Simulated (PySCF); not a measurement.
# C3H8GeO (SMILES [GeH3][O]C1CC1) at 4 levels

Wanted: a comparison of 4 runs (HF/STO-3G, PBE/STO-3G, SVWN5/STO-3G, B3LYP/6-31G*) of C3H8GeO. The job is set up through a Python script.

Program for the calculation: PySCF 2.14.0.

## (1) The structure to begin with

C3H8GeO: 13 atoms, total charge 0, spin state singlet. As SMILES, `[GeH3][O]C1CC1`. The shape comes from GFN2-xTB, which is rough for such elements, and wasn't checked as a minimum. This is one conformer, not always the lowest.

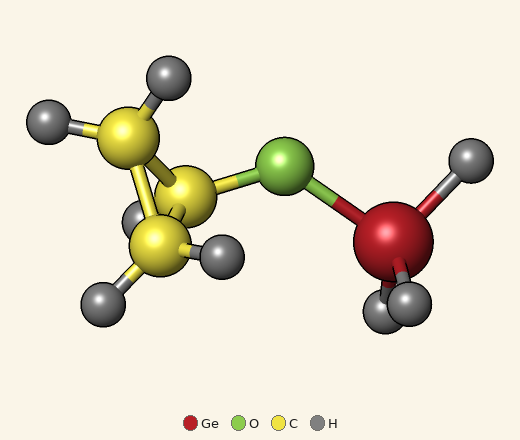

Viewed from a chosen angle; germanium red, oxygen green, carbon yellow, hydrogen grey.

## (2) Energy and gradient at HF/STO-3G (run 1)

mol.xyz

```xyz
13

Ge    -2.142360     0.597670     0.074680
O     -0.565640     0.440860     0.808080
C      0.434240    -0.479450     0.514060
C      1.077590    -0.496840    -0.837590
C      1.827530     0.039800     0.347950
H     -2.615040     1.826340     0.766510
H     -2.025660     0.765750    -1.415530
H     -2.992330    -0.607210     0.374230
H      0.302850    -1.429990     1.022990
H      0.718790     0.219100    -1.562630
H      1.373230    -1.446420    -1.256980
H      2.644260    -0.537450     0.752850
H      1.962550     1.107830     0.411380
```

input.py

```python
# [GeH3][O]C1CC1
import pyscf.grad
from pyscf import gto

molecule = gto.M(
    atom='mol.xyz',
    verbose=4,
    max_memory=1860,
    spin=0,
    basis='sto-3g',
)

mf = molecule.RHF()
mf.conv_tol = 1e-10
mf.kernel()
if not mf.converged:
    mf = mf.newton().run(mf.mo_coeff, mf.mo_occ)

e_tot = mf.e_tot
print('Final energy', e_tot)
grad = mf.Gradients().kernel()
mf.analyze()
```

Run with:

```
$ OMP_NUM_THREADS=1 python input.py
```

The program printed:

```text
PySCF version 2.14.0

[... 83 lines left out ...]
One-electron Energy =                -3844.349867930819528
[... 8 lines left out ...]
MO #4   energy= -45.4983325809432  occ= 2
[... 6 lines left out ...]
MO #11  energy= -4.55457613151202  occ= 2
[... 6 lines left out ...]
MO #18  energy= -0.697578349143295 occ= 2
[... 6 lines left out ...]
MO #25  energy= -0.577727134130458 occ= 2
[... 6 lines left out ...]
MO #32  energy= -0.309293506934621 occ= 2
[... 6 lines left out ...]
MO #39  energy= 0.594425912104136  occ= 0
[... 6 lines left out ...]
MO #46  energy= 0.865821140499663  occ= 0
[... 62 lines left out ...]
Dipole moment(X, Y, Z, Debye): -0.79227, -0.51655, -0.86370
```

Run time: 4.8 s. Hardware: 1 thread of Intel Xeon at 2.70GHz, shared host; peak memory 0.12 GiB.

## (3) Energy and forces at PBE/STO-3G (run 2)

calc.py

```python
from pyscf import gto, dft

system = gto.Mole()
system.atom = '''
Ge    -4.048474     1.129433     0.141125
O     -1.068905     0.833105     1.527050
C      0.820595    -0.906029     0.971433
C      2.036350    -0.938892    -1.582816
C      3.453531     0.075211     0.657530
H     -4.941709     3.451282     1.448494
H     -3.827943     1.447058    -2.674964
H     -5.654684    -1.147461     0.707192
H      0.572304    -2.702289     1.933171
H      1.358316     0.414039    -2.952943
H      2.595029    -2.733338    -2.375348
H      4.996927    -1.015633     1.422680
H      3.708682     2.093495     0.777396
'''
system.verbose = 4
system.basis = 'sto-3g'
system.max_memory = 1860
system.unit = 'bohr'
system.build()

calc0 = dft.RKS(system, xc='pbe')
calc0.grids.level = 5
calc0.conv_tol = 1e-10
calc0.kernel()
if not calc0.converged:
    calc0 = calc0.newton().run(calc0.mo_coeff, calc0.mo_occ)

etot = calc0.e_tot
print('E = %.10f Eh' % etot)
grad = calc0.nuc_grad_method().kernel()
dip = calc0.dip_moment()
pop, q = calc0.mulliken_pop()
```

Run with:

```
$ OMP_NUM_THREADS=1 python calc.py
```

The program printed:

```text
PySCF version 2.14.0

[... 84 lines left out ...]
converged SCF energy = -2244.2882885833
[... 13 lines left out ...]
Dipole moment(X, Y, Z, Debye): -0.45416, -0.39243, -0.60871
[... 60 lines left out ...]
charge of   12H =      0.09702
```

It took 26 s on 1 thread of Intel Xeon at 2.70GHz, shared host; peak memory 0.5 GiB.

Run 3 isn't shown in full; the table further down has it.

## (4) Energy and gradient at B3LYP/6-31G(d) (spherical functions) (run 4)

input.xyz

```xyz
13
C3H8GeO
Ge    -2.142360     0.597670     0.074680
O     -0.565640     0.440860     0.808080
C      0.434240    -0.479450     0.514060
C      1.077590    -0.496840    -0.837590
C      1.827530     0.039800     0.347950
H     -2.615040     1.826340     0.766510
H     -2.025660     0.765750    -1.415530
H     -2.992330    -0.607210     0.374230
H      0.302850    -1.429990     1.022990
H      0.718790     0.219100    -1.562630
H      1.373230    -1.446420    -1.256980
H      2.644260    -0.537450     0.752850
H      1.962550     1.107830     0.411380
```

job.py

```python
# [GeH3][O]C1CC1
from pyscf import gto, dft

mol = gto.M(
    atom='input.xyz',
    charge=0,
    basis='6-31g*',
    max_memory=1860,
    verbose=4,
)

mf = dft.RKS(mol, xc='b3lyp')
mf.grids.level = 5
mf.conv_tol = 1e-10
mf.kernel()
if not mf.converged:
    mf = mf.newton().run(mf.mo_coeff, mf.mo_occ)

e_tot = mf.e_tot
print('Final energy', e_tot)
grad = mf.nuc_grad_method().kernel()
dip = mf.dip_moment()
pop, q = mf.mulliken_pop()
```

Run with:

```
$ OMP_NUM_THREADS=1 python job.py
```

The program printed:

```text
PySCF version 2.14.0

[... 83 lines left out ...]
converged SCF energy = -2271.0673348679
Final energy -2271.0673348678974
[... 12 lines left out ...]
Dipole moment(X, Y, Z, Debye): -0.33458, -0.60089, -0.85553
[... 118 lines left out ...]
charge of   12H =      0.16611
```

Wall time 67 s (1 thread of Intel Xeon at 2.70GHz, shared host); peak memory 1 GiB.

## (5) The series

```
run                               level  integration grid   energy (Eh)  dipole moment (D)  HOMO energy (eV)  LUMO energy (eV)  wall time
  1                           HF/STO-3G                 –  -2242.453724               1.28             -8.00             11.57      4.8 s
  2                          PBE/STO-3G                 5  -2244.288289               0.85             -1.74              4.75       26 s
  3                        SVWN5/STO-3G                 5  -2239.876504               0.91             -1.60              4.70       14 s
  4  B3LYP/6-31G* (spherical functions)                 5  -2271.067335               1.10             -6.85              0.43       67 s
```

## (6) Outcome

| quantity | value |
| --- | --- |
| run 4: total energy | -2271.06733 Eh |
| run 4: dipole moment | 1.10 D |
| run 4: HOMO energy | -6.85 eV |
| run 4: LUMO energy | 0.43 eV |
| run 4: HOMO–LUMO gap | 7.28 eV |
| run 4: largest force on an atom | 1.664 eV/Å |

In words: The dipole moment (its size) runs from 0.85 D (PBE/STO-3G) to 1.28 D (HF/STO-3G). The HOMO–LUMO gap runs from 6.30 eV (SVWN5/STO-3G) to 19.56 eV (HF/STO-3G). Exact exchange widens orbital gaps. Totals of different functionals can't be ranked against each other. In runs 1, 2, 3 the basis is minimal, so the values are rough. All runs together took 1.9 min, the longest 67 s.
